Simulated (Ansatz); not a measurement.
# BH− (quartet): inputs that go wrong at distance B1–H2 = 0.977 Å

4 inputs are run for BH− (quartet) as typed; the log has to tell whether the result can be used and what must change.

Program: Ansatz 0.2.0, Gaussian basis. Level of theory: the settings change from run to run. These are calculated values, not measurements.

17 further runs of the same task are left out: 11 that didn't finish, 6 set aside as unsound or not needed.

**1. The geometry**

The geometry derives from a PBE0/def2-TZVPD stationary point (not a proven minimum). One bond is set to the value named and the two fragments are kept rigid.

2 atoms, charge -1, spin multiplicity 4.

Atoms are counted from 1 here; the program's logs count them from 0.

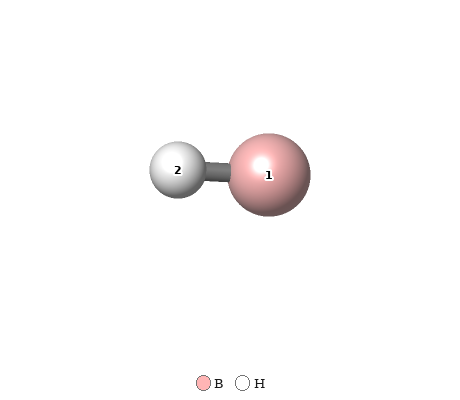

The structure; boron pink, hydrogen white; atoms are numbered from 1 in the order of the file.

Geometry (Å):

```xyz
2

B     0.0000    0.0000    0.0000
H     0.0000    0.0000    0.9770
```

**2. Try 1**

Contents of in.yaml:

```yaml
crystal:
  periodic: [false, false, false]
  atoms:
    - {symbol: B, position_ang: [0.000000, 0.000000, 0.000000]}
    - {symbol: H, position_ang: [0.000000, 0.000000, 0.977000]}
basis:
  gaussian: {orbitals: "6-31++G**", fitting: {mean_field: def2-universal-jkfit}}
total_charge: -1
magnetization: {spin_polarized: false, initial_magnetization: 3}
hamiltonian: {xc: pbe0}
correlation: {method: sc_nevpt2, electrons: valence, active_space: {window: {electrons: 5, orbitals: 5}}}
accuracy: high
```

Started as:

```console
ansatz run in.yaml --threads 1 --pin off --events-out ev --progress --plain --max-ram 2393MiB
```

Output:

```text
Error: invalid value for `correlation.active_space`: it starts from restricted Hartree–Fock orbitals; set hamiltonian.xc: hf without magnetization.spin_polarized
```

Run time: 0.06 s. Hardware: 1 thread of AMD EPYC, shared host.

What is wrong: The run was refused. An active space is asked on a functional's orbitals. Fix: start from Hartree-Fock.

**3. Try 2**

Contents of in.yaml:

```yaml
crystal:
  periodic: [false, false, false]
  atoms:
    - {symbol: B, position_ang: [0.000000, 0.000000, 0.000000]}
    - {symbol: H, position_ang: [0.000000, 0.000000, 0.977000]}
basis:
  gaussian: {orbitals: 6-31G}
total_charge: -1
magnetization: {spin_polarized: false, initial_magnetization: 4}
correlation: {method: ccsdt, electrons: outside_noble_gas}
accuracy: high
scf: {lower_state_search: full}
output: {forces: true}
```

Launched as before.

Output:

```text
Error: a molecule whose nuclei and cores have a total charge of 6 cannot have a net charge of -1 together with 4 unpaired electrons
```

Wall time 0.06 s (1 thread of AMD EPYC, shared host).

What is wrong: The run was refused. The number of unpaired electrons doesn't fit the electron count. To mend it, make charge and initial_magnetization agree.

**4. Try 3**

Contents of in.yaml:

```yaml
crystal:
  periodic: [false, false, false]
  atoms:
    - {symbol: B, position_ang: [0.000000, 0.000000, 0.000000]}
    - {symbol: H, position_ang: [0.000000, 0.000000, 0.977000]}
basis:
  gaussian: {orbitals: def2-SVPD}
total_charge: -1
magnetization: {spin_polarized: false, initial_magnetization: 4}
hamiltonian: {xc: {name: PBE}}
correlation: {method: bccd_t, electrons: all}
```

The command is unchanged.

Output:

```text
Error: a molecule whose nuclei and cores have a total charge of 6 cannot have a net charge of -1 together with 4 unpaired electrons
```

Run time: 0.06 s. Hardware: 1 thread of AMD EPYC, shared host.

**Diagnosis.** The run was refused. The number of unpaired electrons doesn't fit the electron count. Fix: make charge and initial_magnetization agree.

**5. Try 4**

Contents of in.yaml:

```yaml
crystal:
  periodic: [false, false, false]
  atoms:
    - {symbol: B, position_ang: [0.050000, 0.300000, 1.277000]}
    - {symbol: H, position_ang: [0.000000, 0.000000, 0.977000]}
basis:
  gaussian: {orbitals: "6-31G*"}
total_charge: -1
magnetization: {spin_polarized: false, initial_magnetization: 3}
hamiltonian: {xc: {name: PBE0}}
correlation: {method: ccsdt_q, electrons: valence}
```

The command is unchanged.

Output, cut to the lines that bear on the results:

```text
Functional definition: PBE0
  name "PBE0"
  cite "Adamo & Barone, J. Chem. Phys. 110, 6158 (1999) doi:10.1063/1.478522"
  cite "Perdew, Burke & Ernzerhof, Phys. Rev. Lett. 77, 3865 (1996) doi:10.1103/PhysRevLett.77.3865"
  parent pbe
[...]
259 factors; integrals over basis functions are off by at most 3.2e-8 eV
[...]
a density is far from that of the atoms, so the factors are made again for it
277 factors; integrals over basis functions are off by at most 1.3e-8 eV
[...]
mean field -644.53948137 eV, -23.6863890556 hartree, gradient 8.5e-7 eV, S^2 3.750000; 1 other end points of the search recorded, 0 dependent functions left out
1 core orbitals not correlated: weight in the atoms' cores, before any rotation towards them, 0.999 or more for the frozen orbitals, at most 0.000 for the correlated occupied ones
reference -641.06189008 eV, -23.5585899330 hartree; 4, 1 occupied and 12, 15 virtual orbitals, 277 factors
second order -1.31493917 eV of doubles, -0.03896509 eV of singles
cycle   1  -1.59120685 eV  change   -2.4e-1 eV  update   3.1e-2
[...]
cycle  11  -1.68221322 eV  change    3.3e-7 eV  update   3.8e-7
perturbative correction -0.00055776 eV, -0.0000204974 hartree
Total energy: -642.74466106 eV, -23.6204306259 hartree
```

Run time: 4.2 s. Hardware: 1 thread of AMD EPYC, shared host.

Diagnosis: The run converged, which proves nothing about the input. One atom lies on top of another. The shortest distance is 0.43 Å, against 0.98 Å in the geometry of step 1. Its energy belongs to another geometry. Fix: restore its position.

**6. Summary**

```csv
try,level,ended,cause,time
1,"NEVPT2(5,5)/6-31++G**",refused,an active space is asked on a functional's orbitals,0.06 s
2,CCSDT on ROHF/6-31G,refused,the number of unpaired electrons doesn't fit the electron count,0.06 s
3,BCCD(T)/def2-SVPD,refused,the number of unpaired electrons doesn't fit the electron count,0.06 s
4,CCSDT(Q)/6-31G*,converged,one atom lies on top of another,4.2 s
```

3 refused, 1 converged. The input that converges on a wrong geometry or spin is the dangerous one: no error points at it, so geometry and ⟨S²⟩ have to be checked.
